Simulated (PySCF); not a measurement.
C6H15OPSi (SMILES CC(=O)CP(C)[SiH](C)C)

```xyz
24

C     2.5973    1.4056    0.5001
C     1.1183    1.3648    0.7693
O     0.3585    2.2333    0.4082
C     0.6492    0.1316    1.4737
P     0.6408   -1.2820    0.2275
C    -0.3659   -2.4694    1.2289
Si   -0.9995   -0.5652   -1.1707
C    -0.1665    0.4986   -2.5047
C    -2.4082    0.3939   -0.3142
H     2.8959    0.4677    0.0333
H     2.8451    2.2435   -0.1461
H     3.1367    1.5035    1.4402
H     1.3376   -0.1566    2.2711
H    -0.3562    0.2696    1.8758
H     0.2252   -2.8167    2.0752
H    -1.2857   -2.0146    1.5914
H    -0.6072   -3.3232    0.5994
H    -1.5455   -1.8047   -1.7617
H     0.7287    0.0195   -2.8900
H    -0.8406    0.6689   -3.3374
H     0.1176    1.4670   -2.1044
H    -2.0414    1.3427    0.0682
H    -2.8345   -0.1645    0.5155
H    -3.2113    0.6065   -1.0131
```

Geometry: GFN2-xTB.

The calculation used PySCF, PBE0/pcSseg-1, SCF density, gas phase, non-relativistic.

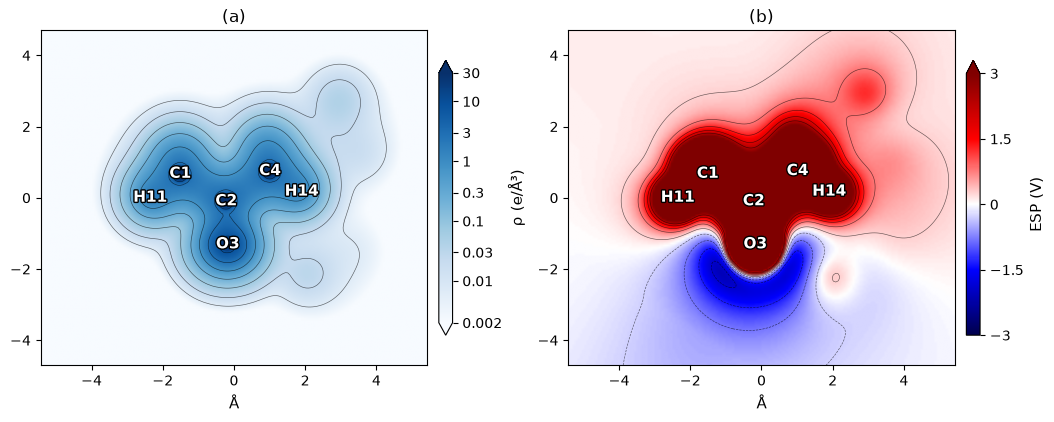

Figure 1. (a) total electron density; (b) electrostatic potential on the plane of atoms C1, C2 and O3.

Read the bonding off the picture.

Answer.
- The section cuts through C, O and H sites.
- C–O (1.21 Å): the density is about 3.3 e/Å³ at the midpoint.
- C–C (1.50 Å): ρ is about 1.8 e/Å³ halfway.
- C–H (1.09 Å): ρ at the midpoint is about 2 e/Å³.
- Outside the dense part of the molecule the potential is most negative (−2.1 V) near O3.

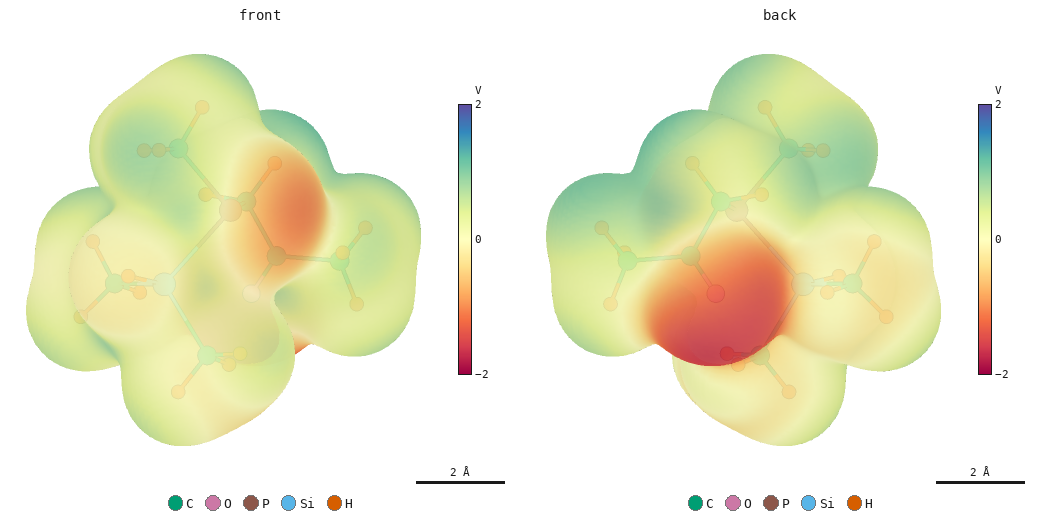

Figure 2. The molecular electrostatic potential painted on the density surface at 0.002 e/bohr³, seen from the front and from behind; red is negative and blue positive.

Describe the electrostatic potential map.

Answer. The most negative region (about −1.6 V) lies over O3, the most positive (about +1.1 V) over H12 and H13. O3 is the likeliest acceptor of a hydrogen bond.

How polar is the molecule by this calculation?

Answer. Its dipole moment is 1.91 D.
